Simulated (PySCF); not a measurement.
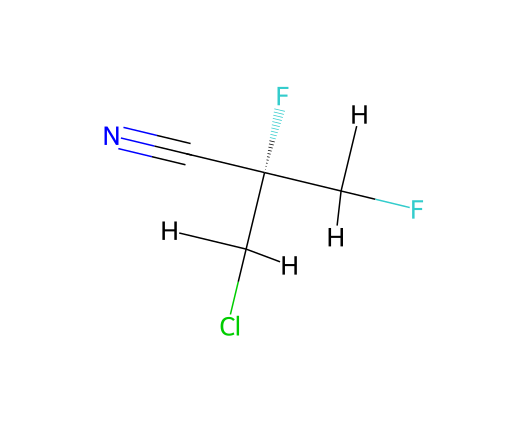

Structural formula above. Computed geometry: PBE0-D3(BJ)/def2-SVP optimisation. No frequency run is at hand to confirm it as a minimum.

What does the molecule look like in three dimensions?

Formula C4H4ClF2N. As SMILES it reads `N#C[C@@](F)(CF)CCl`. It has no ring. Among its groups: nitrile, C–F bond, C–Cl bond. The point group is C1. Coordination: 1 C linear; 3 C tetrahedral.

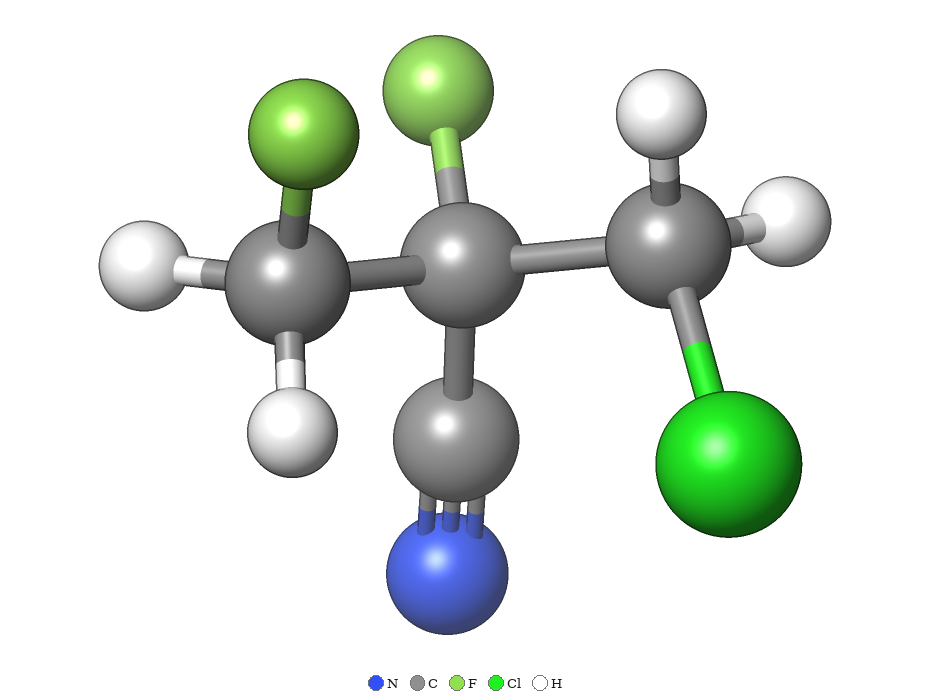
